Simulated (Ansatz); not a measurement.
**AlF2 (doublet): correlated methods under varied settings at angle F2–Al1–F3 = 138.4°**

Aim: run AlF2 (doublet) at one geometry under a spread of methods and options, and see what each costs and gives.

Program: Ansatz 0.2.0, Gaussian basis. Level of theory: the settings change from run to run. These are calculated values, not measurements.

32 further runs of the same task are left out: 16 for a known fault of the program, 2 for a mislabelled method, 13 that didn't finish, 1 set aside as unsound or not needed.

## (1) What is computed

The geometry derives from a PBE0/def2-TZVP stationary point (not a proven minimum). One angle is set to the value named; bond lengths are kept.

3 atoms, charge 0, spin multiplicity 2.

Atoms are counted from 1 here; the program's logs count them from 0.

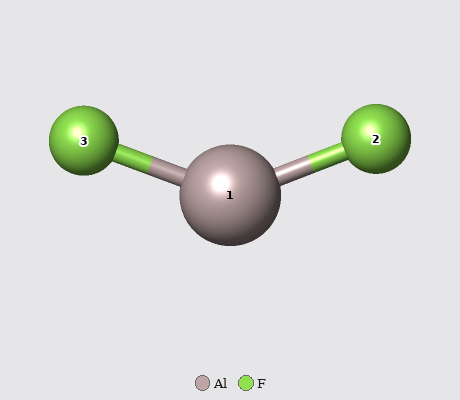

The structure; aluminium light grey, fluorine green; atoms are numbered from 1 in the order of the file.

As a file:

```xyz
3
charge 0, multiplicity 2
Al    0.0000   -0.3419    0.0000
F     0.0000    0.2428   -1.5392
F     0.0000    0.2428    1.5392
```

## (2) CCSD(T) on ROHF/6-31++G**

The input, in.yaml:

```yaml
crystal:
  periodic: [false, false, false]
  atoms:
    - {symbol: Al, position_ang: [0.000000, -0.341905, 0.000000]}
    - {symbol: F, position_ang: [0.000000, 0.242786, -1.539210]}
    - {symbol: F, position_ang: [0.000000, 0.242786, 1.539210]}
basis:
  gaussian: {orbitals: "6-31++G**", fitting: {mean_field: def2-universal-jkfit}}
magnetization: {spin_polarized: false, initial_magnetization: 1}
correlation: {method: ccsd_t, electrons: outside_noble_gas}
scf: {lower_state_search: light}
```

The run is started by

```console
> ansatz run in.yaml --threads 1 --pin off --events-out ev --progress --plain --max-ram 2393MiB
```

The program printed:

```text
Functional definition: HF
  name "HF"
  cite "Fock, Z. Phys. 61, 126 (1930) doi:10.1007/BF01340294"
  parent pbe
  exchange = exact_x
  correlation = 0
282 factors; integrals over basis functions are off by at most 3.9e-2 eV
mean field evaluation 1: about -11994.4952 eV, gradient 4.0e1 eV
mean field evaluation 2: about -11996.3180 eV, gradient 3.0e1 eV
mean field evaluation 4: about -11997.7421 eV, gradient 4.8e-1 eV
mean field evaluation 8: about -11994.4955 eV, gradient 4.0e1 eV
mean field -11997.74441939 eV, -440.9089750494 hartree, gradient 2.8e-6 eV, S^2 0.750000; 0 other end points of the search recorded, 0 dependent functions left out
mean field evaluation 16: about -11997.6491 eV, gradient 2.0e0 eV
7 core orbitals not correlated: weight in the atoms' cores, before any rotation towards them, 1.000 or more for the frozen orbitals, at most 0.000 for the correlated occupied ones
reference -11997.74441939 eV, -440.9089750494 hartree; 9, 8 occupied and 45, 46 virtual orbitals, 282 factors
second order -10.92139190 eV of doubles, -0.00888026 eV of singles
cycle   1  -10.60276718 eV  change    3.3e-1 eV  update   1.0e-1
cycle   2  -10.89179464 eV  change   -2.9e-1 eV  update   3.0e-2
cycle   3  -10.96623365 eV  change   -7.4e-2 eV  update   1.7e-2
cycle   4  -10.96589960 eV  change    3.3e-4 eV  update   4.5e-3
cycle   5  -10.96220913 eV  change    3.7e-3 eV  update   2.2e-3
cycle   6  -10.96304389 eV  change   -8.3e-4 eV  update   6.8e-4
cycle   7  -10.96326748 eV  change   -2.2e-4 eV  update   2.5e-4
cycle   8  -10.96325158 eV  change    1.6e-5 eV  update   9.7e-5
cycle   9  -10.96328149 eV  change   -3.0e-5 eV  update   3.3e-5
cycle  10  -10.96328510 eV  change   -3.6e-6 eV  update   9.8e-6
perturbative correction -0.22962413 eV, -0.0084385311 hartree
Total energy: -12008.93732862 eV, -441.3203068767 hartree
```

Wall time 3.4 s (1 thread of Arm Neoverse N1, shared host).

From the report: correlation -11.1929 eV; T1 0.020; largest double amplitude 0.02.

## (3) BCCD(T) on ROHF/cc-pVDZ

The input, in.yaml:

```yaml
crystal:
  periodic: [false, false, false]
  atoms:
    - {symbol: Al, position_ang: [0.000000, -0.341905, 0.000000]}
    - {symbol: F, position_ang: [0.000000, 0.242786, -1.539210]}
    - {symbol: F, position_ang: [0.000000, 0.242786, 1.539210]}
basis:
  gaussian: {orbitals: cc-pVDZ, point_charges: [{charge: 0.50, position_ang: [3.772, 0.615, -0.344]}]}
magnetization: {spin_polarized: false, initial_magnetization: 1}
hamiltonian: {pseudopotentials: {relativity: scalar}}
correlation: {method: bccd_t, electrons: valence}
scf: {lower_state_search: full}
```

The command is unchanged.

The program printed, shortened:

```text
Functional definition: HF
  name "HF"
  cite "Fock, Z. Phys. 61, 126 (1930) doi:10.1007/BF01340294"
  parent pbe
[...]
438 factors; integrals over basis functions are off by at most 5.8e-4 eV
[...]
mean field -12012.61969521 eV, -441.4556313527 hartree, gradient 1.0e-6 eV, S^2 0.750000; 8 other end points of the search recorded, 0 dependent functions left out
7 core orbitals not correlated: weight in the atoms' cores, before any rotation towards them, 1.000 or more for the frozen orbitals, at most 0.000 for the correlated occupied ones
reference -12012.61969521 eV, -441.4556313527 hartree; 9, 8 occupied and 30, 31 virtual orbitals, 438 factors
second order -11.47832853 eV of doubles, -0.01101413 eV of singles
cycle   1  -11.23882148 eV  change    2.5e-1 eV  update   9.2e-2
[...]
cycle  10  -11.53916324 eV  change   -8.5e-6 eV  update   1.4e-5
perturbative correction -0.24072637 eV, -0.0088465311 hartree
Total energy: -12024.39958482 eV, -441.8885343113 hartree
Relativity: scalar
```

Wall time 4.5 s (1 thread of Arm Neoverse N1, shared host).

From the report: correlation -11.7799 eV; largest double amplitude 0.02.

## (4) CASSCF(1,3)/cc-pVDZ

The input, in.yaml:

```yaml
crystal:
  periodic: [false, false, false]
  atoms:
    - {symbol: Al, position_ang: [0.000000, -0.341905, 0.000000]}
    - {symbol: F, position_ang: [0.000000, 0.242786, -1.539210]}
    - {symbol: F, position_ang: [0.000000, 0.242786, 1.539210]}
basis:
  gaussian: {orbitals: cc-pVDZ}
magnetization: {spin_polarized: false, initial_magnetization: 1}
correlation: {active_space: {window: {electrons: 1, orbitals: 3}, states: [{multiplicity: 2, weights: [0.5, 1, 0.5]}], root: 1}}
output: {forces: true}
```

The command is unchanged.

The program printed, shortened:

```text
Functional definition: HF
  name "HF"
  cite "Fock, Z. Phys. 61, 126 (1930) doi:10.1007/BF01340294"
  parent pbe
[...]
791 factors; integrals over basis functions are off by at most 1.6e-7 eV
[...]
mean field -11997.62493368 eV, -440.9045840306 hartree, gradient 8.5e-7 eV, S^2 0.750000; 0 other end points of the search recorded, 0 dependent functions left out
reference -11997.62493368 eV, -440.9045840306 hartree; 16, 15 occupied and 30, 31 virtual orbitals, 791 factors
state -11997.54045764 eV, -440.9014795932 hartree
state -11993.69541128 eV, -440.7601767457 hartree
state -11991.77046310 eV, -440.6894362050 hartree
[...]
Total energy: -11993.69541128 eV, -440.7601767457 hartree
Atom 0 at     0.000000    -0.341905     0.000000 Å, force     0.000000    -0.017200     0.000000 eV/Å
Atom 1 at     0.000000     0.242786    -1.539210 Å, force     0.000000     0.008600    -0.987729 eV/Å
Atom 2 at     0.000000     0.242786     1.539210 Å, force    -0.000000     0.008600     0.987729 eV/Å
Dipole moment:     0.000000    -0.584932     0.000000 e Å
```

Run time: 2.3 s. Hardware: 1 thread of Arm Neoverse N1, shared host.

From the report: 3 determinants; active occupations (of the averaged states) 0.50, 0.25, 0.25.

## (5) CISD/def2-SVP

The input, in.yaml:

```yaml
crystal:
  periodic: [false, false, false]
  atoms:
    - {symbol: Al, position_ang: [0.000000, -0.341905, 0.000000]}
    - {symbol: F, position_ang: [0.000000, 0.242786, -1.539210]}
    - {symbol: F, position_ang: [0.000000, 0.242786, 1.539210]}
basis:
  gaussian: {orbitals: def2-SVP}
magnetization: {spin_polarized: false, initial_magnetization: 1}
correlation: {active_space: {ras: {orbitals: [8, 1, 30], electrons: 17, max_holes: 2, max_particles: 2}, fixed_orbitals: true}}
scf: {lower_state_search: off}
output: {forces: true}
```

The command is unchanged.

The program printed, shortened:

```text
Functional definition: HF
  name "HF"
  cite "Fock, Z. Phys. 61, 126 (1930) doi:10.1007/BF01340294"
  parent pbe
[...]
414 factors; integrals over basis functions are off by at most 5.2e-4 eV
[...]
mean field -11991.01939599 eV, -440.6618349976 hartree, gradient 4.0e-6 eV, S^2 0.750000; 0 other end points of the search recorded, 0 dependent functions left out
reference -11991.01939599 eV, -440.6618349976 hartree; 16, 15 occupied and 30, 31 virtual orbitals, 414 factors
state -12001.64755436 eV, -441.0524126138 hartree
[...]
Total energy: -12001.64755436 eV, -441.0524126138 hartree
Atom 0 at     0.000000    -0.341905     0.000000 Å, force     0.000000    -1.340711    -0.000000 eV/Å
Atom 1 at     0.000000     0.242786    -1.539210 Å, force    -0.000000     0.670356    -0.118445 eV/Å
Atom 2 at     0.000000     0.242786     1.539210 Å, force    -0.000000     0.670356     0.118445 eV/Å
Dipole moment:     0.000000    -0.110726    -0.000000 e Å
Checks for a lower state left out: starts, cluster_reference, orbital_swaps, neighbouring_geometries, increment
```

Wall time 15 s (1 thread of Arm Neoverse N1, shared host).

From the report: 38,254 determinants.

## (6) MP2 on ROHF/cc-pVDZ

The input, in.yaml:

```yaml
crystal:
  periodic: [false, false, false]
  atoms:
    - {symbol: Al, position_ang: [0.000000, -0.341905, 0.000000]}
    - {symbol: F, position_ang: [0.000000, 0.242786, -1.539210]}
    - {symbol: F, position_ang: [0.000000, 0.242786, 1.539210]}
basis:
  gaussian: {orbitals: cc-pVDZ}
magnetization: {spin_polarized: false, initial_magnetization: 1}
correlation: {method: mp2, electrons: outside_noble_gas}
accuracy: high
scf: {lower_state_search: off}
output: {forces: true}
```

Same command.

The program printed, shortened:

```text
Functional definition: HF
  name "HF"
  cite "Fock, Z. Phys. 61, 126 (1930) doi:10.1007/BF01340294"
  parent pbe
[...]
876 factors; integrals over basis functions are off by at most 3.2e-9 eV
[...]
mean field -11997.62493379 eV, -440.9045840344 hartree, gradient 2.0e-8 eV, S^2 0.750000; 0 other end points of the search recorded, 0 dependent functions left out
7 core orbitals not correlated: weight in the atoms' cores, before any rotation towards them, 1.000 or more for the frozen orbitals, at most 0.000 for the correlated occupied ones
reference -11997.62493379 eV, -440.9045840344 hartree; 9, 8 occupied and 30, 31 virtual orbitals, 876 factors
second order -11.44738519 eV of doubles, -0.01027573 eV of singles
[...]
Total energy: -12009.08259471 eV, -441.3256453071 hartree
Atom 0 at     0.000000    -0.341905     0.000000 Å, force     0.000000    -2.151925    -0.000000 eV/Å
Atom 1 at     0.000000     0.242786    -1.539210 Å, force    -0.000000     1.075962    -1.312772 eV/Å
Atom 2 at     0.000000     0.242786     1.539210 Å, force     0.000000     1.075962     1.312772 eV/Å
Dipole moment:    -0.000000    -0.102958    -0.000000 e Å
Checks for a lower state left out: starts, cluster_reference, orbital_swaps, neighbouring_geometries, increment
```

Run time: 2.9 s. Hardware: 1 thread of Arm Neoverse N1, shared host.

## (7) BCCD on ROHF/cc-pVDZ

in.yaml, as its differences from that of step 6:

```diff
@@ -9,5 +9,3 @@
 magnetization: {spin_polarized: false, initial_magnetization: 1}
-correlation: {method: mp2, electrons: outside_noble_gas}
-accuracy: high
+correlation: {method: bccd, electrons: valence}
 scf: {lower_state_search: off}
-output: {forces: true}
```

Same command.

The program printed, shortened:

```text
Functional definition: HF
  name "HF"
  cite "Fock, Z. Phys. 61, 126 (1930) doi:10.1007/BF01340294"
  parent pbe
[...]
438 factors; integrals over basis functions are off by at most 5.3e-4 eV
[...]
mean field -11997.62462216 eV, -440.9045725822 hartree, gradient 8.5e-7 eV, S^2 0.750000; 0 other end points of the search recorded, 0 dependent functions left out
7 core orbitals not correlated: weight in the atoms' cores, before any rotation towards them, 1.000 or more for the frozen orbitals, at most 0.000 for the correlated occupied ones
reference -11997.62462216 eV, -440.9045725822 hartree; 9, 8 occupied and 30, 31 virtual orbitals, 438 factors
second order -11.44735393 eV of doubles, -0.01027579 eV of singles
cycle   1  -11.21773759 eV  change    2.4e-1 eV  update   9.0e-2
[...]
cycle  10  -11.51078373 eV  change   -5.2e-6 eV  update   1.1e-5
Total energy: -12009.13540589 eV, -441.3275860822 hartree
Checks for a lower state left out: stability, starts, cluster_reference, orbital_swaps, neighbouring_geometries, increment
```

It took 1.8 s on 1 thread of Arm Neoverse N1, shared host.

From the report: correlation -11.5108 eV; largest double amplitude 0.02.

## (8) BCCD(T) on UHF/cc-pVDZ

The input, in.yaml:

```yaml
crystal:
  periodic: [false, false, false]
  atoms:
    - {symbol: Al, position_ang: [0.000000, -0.341905, 0.000000]}
    - {symbol: F, position_ang: [0.000000, 0.242786, -1.539210]}
    - {symbol: F, position_ang: [0.000000, 0.242786, 1.539210]}
basis:
  gaussian: {orbitals: cc-pVDZ}
magnetization: {spin_polarized: true, initial_magnetization: 1}
correlation: {method: bccd_t, electrons: outside_noble_gas}
scf: {lower_state_search: light}
```

Same command.

The program printed, shortened:

```text
Functional definition: HF
  name "HF"
  cite "Fock, Z. Phys. 61, 126 (1930) doi:10.1007/BF01340294"
  parent pbe
[...]
438 factors; integrals over basis functions are off by at most 5.3e-4 eV
[...]
mean field -11997.64273673 eV, -440.9052382803 hartree, gradient 3.9e-6 eV, S^2 0.752022; 0 other end points of the search recorded, 0 dependent functions left out
7 core orbitals not correlated: weight in the atoms' cores, before any rotation towards them, 1.000 or more for the frozen orbitals, at most 0.000 for the correlated occupied ones
reference -11997.64273673 eV, -440.9052382803 hartree; 9, 8 occupied and 30, 31 virtual orbitals, 438 factors
second order -11.44656281 eV of doubles, -0.00000000 eV of singles
cycle   1  -11.20129294 eV  change    2.5e-1 eV  update   9.0e-2
[...]
cycle  10  -11.49316192 eV  change   -4.7e-6 eV  update   9.9e-6
perturbative correction -0.23336040 eV, -0.0085758364 hartree
Total energy: -12009.36925904 eV, -441.3361800268 hartree
```

Run time: 2.8 s. Hardware: 1 thread of Arm Neoverse N1, shared host.

From the report: ⟨S²⟩ of the determinant 0.752 (pure doublet: 0.75); correlation -11.7265 eV; largest double amplitude 0.02.

## (9) NEVPT2(15,9)/cc-pVDZ

The input, in.yaml:

```yaml
crystal:
  periodic: [false, false, false]
  atoms:
    - {symbol: Al, position_ang: [0.000000, -0.341905, 0.000000]}
    - {symbol: F, position_ang: [0.000000, 0.242786, -1.539210]}
    - {symbol: F, position_ang: [0.000000, 0.242786, 1.539210]}
basis:
  gaussian: {orbitals: cc-pVDZ}
magnetization: {spin_polarized: false, initial_magnetization: 1}
correlation: {method: sc_nevpt2, electrons: outside_noble_gas, active_space: {window: {electrons: 15, orbitals: 9}, states: [{multiplicity: 2, weights: [0.5, 1, 1, 0.5]}], root: 1}}
accuracy: high
```

Launched as before.

The program printed, shortened:

```text
Functional definition: HF
  name "HF"
  cite "Fock, Z. Phys. 61, 126 (1930) doi:10.1007/BF01340294"
  parent pbe
[...]
876 factors; integrals over basis functions are off by at most 3.2e-9 eV
[...]
mean field -11997.62493379 eV, -440.9045840344 hartree, gradient 2.0e-8 eV, S^2 0.750000; 0 other end points of the search recorded, 0 dependent functions left out
reference -11997.62493379 eV, -440.9045840344 hartree; 16, 15 occupied and 30, 31 virtual orbitals, 876 factors
state -11996.47527577 eV, -440.8623348817 hartree
state -11993.33930275 eV, -440.7470899989 hartree
state -11990.59082589 eV, -440.6460853370 hartree
state -11990.55650631 eV, -440.6448241157 hartree
state -11996.47527577 eV, -440.8623348817 hartree; corrected -12007.64379763 eV, -441.2727704895 hartree
state -11993.33930275 eV, -440.7470899989 hartree; corrected -12004.05649500 eV, -441.1409395496 hartree
state -11990.59082589 eV, -440.6460853370 hartree; corrected -12000.11926975 eV, -440.9962491905 hartree
state -11990.55650631 eV, -440.6448241157 hartree; corrected -12000.17719952 eV, -440.9983780700 hartree
WARN: 1 active orbitals are nearly empty or full. The corrections depend on them more than the energy does, and are more stable in an active space without them
Total energy: -12004.05649500 eV, -441.1409395496 hartree
```

Wall time 11 s (1 thread of Arm Neoverse N1, shared host).

From the report: 162 determinants; active occupations (of the averaged states) 2.00, 2.00, 2.00, 2.00, 1.99, 1.82, 1.67, 1.12, 0.41. The report marks this result as in doubt.

## (10) CASSCF(9,7)/cc-pVDZ

The input, in.yaml:

```yaml
crystal:
  periodic: [false, false, false]
  atoms:
    - {symbol: Al, position_ang: [0.000000, -0.341905, 0.000000]}
    - {symbol: F, position_ang: [0.000000, 0.242786, -1.539210]}
    - {symbol: F, position_ang: [0.000000, 0.242786, 1.539210]}
basis:
  gaussian: {orbitals: cc-pVDZ}
magnetization: {spin_polarized: false, initial_magnetization: 1}
correlation: {active_space: {window: {electrons: 9, orbitals: 7}}}
scf: {lower_state_search: off}
```

Same command.

The program printed:

```text
Functional definition: HF
  name "HF"
  cite "Fock, Z. Phys. 61, 126 (1930) doi:10.1007/BF01340294"
  parent pbe
  exchange = exact_x
  correlation = 0
these checks for a lower state are left out or cut short: stability, starts, cluster_reference, orbital_swaps, neighbouring_geometries, increment
438 factors; integrals over basis functions are off by at most 5.3e-4 eV
mean field evaluation 1: about -11994.5406 eV, gradient 3.7e1 eV
mean field evaluation 2: about -11994.5832 eV, gradient 3.8e1 eV
mean field evaluation 4: about -11997.5685 eV, gradient 1.5e0 eV
mean field evaluation 8: about -11997.6242 eV, gradient 1.4e-1 eV
mean field -11997.62462216 eV, -440.9045725822 hartree, gradient 8.5e-7 eV, S^2 0.750000; 0 other end points of the search recorded, 0 dependent functions left out
reference -11997.62462216 eV, -440.9045725822 hartree; 16, 15 occupied and 30, 31 virtual orbitals, 438 factors
state -11999.07608486 eV, -440.9579128529 hartree
Total energy: -11999.07608486 eV, -440.9579128529 hartree
Checks for a lower state left out: stability, starts, cluster_reference, orbital_swaps, neighbouring_geometries, increment
```

Run time: 4.2 s. Hardware: 1 thread of Arm Neoverse N1, shared host.

From the report: 735 determinants; active occupations 2.00, 2.00, 1.98, 1.98, 1.00, 0.02, 0.02.

## (11) The runs in one table

Where basis and cores are those of an earlier UCCSDT(Q)/cc-pVDZ run (-12009.4038 eV), and the state is the same kind, the miss against it is given. † marks a result that the program doubts.

```
                                                          level         correlated  functions  energy (eV)  from UCCSDT(Q) (meV)   time
                                      CCSD(T) on ROHF/6-31++G**  outside noble gas         61  -12008.9373                        3.4 s
BCCD(T) on ROHF/cc-pVDZ (beside a point charge, relativity set)            valence         46  -12024.3996                        4.5 s
             CASSCF(1,3)/cc-pVDZ (excited root 1 of an average)                            46  -11993.6954                        2.3 s
                                                  CISD/def2-SVP            valence         46  -12001.6476                         15 s
                                            MP2 on ROHF/cc-pVDZ  outside noble gas         46  -12009.0826                 321.2  2.9 s
                                           BCCD on ROHF/cc-pVDZ            valence         46  -12009.1354                 268.4  1.8 s
                                         BCCD(T) on UHF/cc-pVDZ  outside noble gas         46  -12009.3693                  34.5  2.8 s
          NEVPT2(15,9)/cc-pVDZ (excited root 1 of an average) †  outside noble gas         46  -12004.0565                         11 s
                                            CASSCF(9,7)/cc-pVDZ                            46  -11999.0761               10327.7  4.2 s
```

## (12) What came out

| quantity | value |
| --- | --- |
| runs | 9 |
| quickest | BCCD on ROHF/cc-pVDZ, 1.8 s |
| slowest | CISD/def2-SVP, 15 s |

In words: Total energies in different bases, with other cores or another treatment of relativity can't be set against each other. CISD/def2-SVP took 8 times as long as BCCD on ROHF/cc-pVDZ; the jobs differ in more than the method. Among the correlated runs with a miss given, it spans +35 to +321 meV. Hartree-Fock, CASSCF and CASCI lack dynamic correlation by design.
